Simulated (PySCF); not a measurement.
# H3O+ (oxonium) at CCSDT/6-31G

Aim: the vertical ionisation energy of H3O+ (oxonium) at CCSDT/6-31G, from 2 runs. Input form: a Python script.

The results are computed with PySCF 2.14.0.

5 further runs of the same task are left out: 5 set aside as unsound or not needed.

## 1. The structure to begin with

The species is H3O+ (4 atoms), meant as a singlet with charge +1. SMILES: `[OH3+]`. The coordinates come from a GFN2-xTB relaxation.

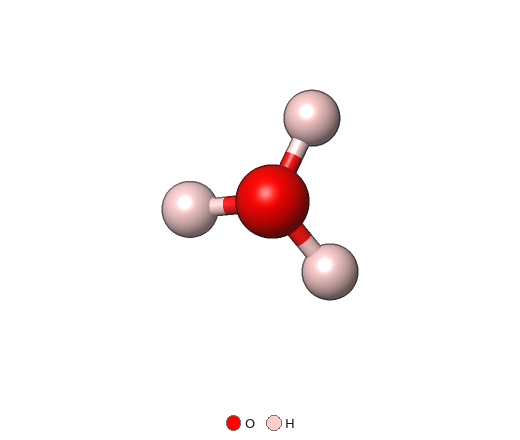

Viewed from a chosen angle; oxygen red, hydrogen pink.

## 2. The energy at CCSDT/6-31G

calc.py

```python
from pyscf import gto, scf, cc

molecule = gto.Mole()
molecule.atom = '''
O      0.370481    -0.115311    -0.107525
H      0.404836     1.737490     0.031124
H     -0.781232    -0.692811    -1.446925
H      0.005915    -0.929367     1.523346
'''
molecule.max_memory = 1860
molecule.basis = '6-31g'
molecule.verbose = 3
molecule.unit = 'bohr'
molecule.charge = 1
molecule.build()

hf = scf.RHF(molecule)
hf.conv_tol = 1e-10
hf.kernel()
if not hf.converged:
    hf = hf.newton().run(hf.mo_coeff, hf.mo_occ)

mycc = cc.CCSDT(hf, frozen=1)
mycc.kernel()
etot = mycc.e_tot
print('Final energy', etot)
```

Launch:

```console
$ OMP_NUM_THREADS=1 python calc.py
```

Log:

```text
converged SCF energy = -76.2667718592138
_make_eris_incore_RCCSDT

WARN: A large `blksize` is being used, which may cause large memory consumption
      for storing contraction intermediates. If memory is sufficient, consider using
      `pyscf.cc.rccsdt_highm.RCCSDT` instead.

WARN: A large `blksize_oovv` is being used, which may cause large memory consumption
      for storing contraction intermediates. If memory is sufficient, consider using
      `pyscf.cc.rccsdt_highm.RCCSDT` instead.

WARN: A large `blksize_oooo` is being used, which may cause large memory consumption
      for storing contraction intermediates. If memory is sufficient, consider using
      `pyscf.cc.rccsdt_highm.RCCSDT` instead.

RCCSDT converged
E(RCCSDT) = -76.40587972565604   E_corr = -0.1391078664422325
E_corr(same-spin) = -0.0237788824674824
E_corr(oppo-spin) = -0.11532898397475
Final energy -76.40587972565604
```

It took 0.7 s on 1 thread of Arm Neoverse V2, shared host; peak memory 0.11 GiB.

## 3. Doublet [H3O]2+, same level

job.py

```python
from pyscf import gto, cc

molecule = gto.M(
    atom='''
O      0.370481    -0.115311    -0.107525
H      0.404836     1.737490     0.031124
H     -0.781232    -0.692811    -1.446925
H      0.005915    -0.929367     1.523346
''',
    basis='6-31g',
    max_memory=1860,
    unit='bohr',
    charge=2,
    verbose=3,
    spin=1,
)

hf = molecule.UHF()
hf.conv_tol = 1e-10
hf.kernel()
if not hf.converged:
    hf = hf.newton().run(hf.mo_coeff, hf.mo_occ)

mycc = cc.CCSDT(hf, frozen=1)
mycc.kernel()
e_final = mycc.e_tot
print('E = %.10f Eh' % e_final)
```

Launch:

```console
$ OMP_NUM_THREADS=1 python job.py
```

Log:

```text
converged SCF energy = -75.4174230742396  <S^2> = 0.75559642  2S+1 = 2.0055886
_make_eris_incore_UCCSDT

WARN: A large `blksize_v_aaa` is being used, which may cause large memory consumption
      for storing contraction intermediates. If memory is sufficient, consider using
      `pyscf.cc.uccsdt_highm.UCCSDT` instead.

WARN: A large `blksize_v_aab` is being used, which may cause large memory consumption
      for storing contraction intermediates. If memory is sufficient, consider using
      `pyscf.cc.uccsdt_highm.UCCSDT` instead.

UCCSDT converged
E(UCCSDT) = -75.5214370113253   E_corr = -0.1040139370857351
E_corr(same-spin) = -0.0171468021630787
E_corr(oppo-spin) = -0.0868671349226564
E = -75.5214370113 Eh
```

Wall time 1.1 s (1 thread of Arm Neoverse V2, shared host); peak memory 0.12 GiB.

## 4. Results

Level: CCSDT/6-31G, 1 core orbital frozen.

| quantity | value |
| --- | --- |
| singlet H3O+: total energy | -76.40588 Eh |
| singlet H3O+: HOMO energy (Hartree–Fock orbitals) | -25.83 eV |
| singlet H3O+: LUMO energy (Hartree–Fock orbitals) | -3.30 eV |
| singlet H3O+: HOMO–LUMO gap (Hartree–Fock orbitals) | 22.54 eV |
| singlet H3O+: correlation energy (1 core orbital frozen) | -139.1 mEh |
| singlet H3O+: T1 diagnostic | 0.007 |
| doublet [H3O]2+: total energy | -75.52144 Eh |
| doublet [H3O]2+: HOMO energy (Hartree–Fock orbitals) (highest over α and β) | -43.75 eV |
| doublet [H3O]2+: LUMO energy (Hartree–Fock orbitals) (lowest over α and β) | -20.85 eV |
| doublet [H3O]2+: correlation energy (1 core orbital frozen) | -104.0 mEh |
| doublet [H3O]2+: ⟨S²⟩ of the reference determinant | 0.756 |
| doublet [H3O]2+: T1 diagnostic | 0.007 |
| vertical ionisation energy (to the doublet dication) | 24.067 eV |

What this shows: Removing an electron at fixed nuclei costs 24.07 eV (555 kcal/mol). Mulliken charges (singlet H3O+) of the mean-field density run from -0.71 on O1 to +0.57 on H3; they depend strongly on the basis. Mulliken charges (doublet [H3O]2+) of the mean-field density run from -0.09 on O1 to +0.70 on H4.
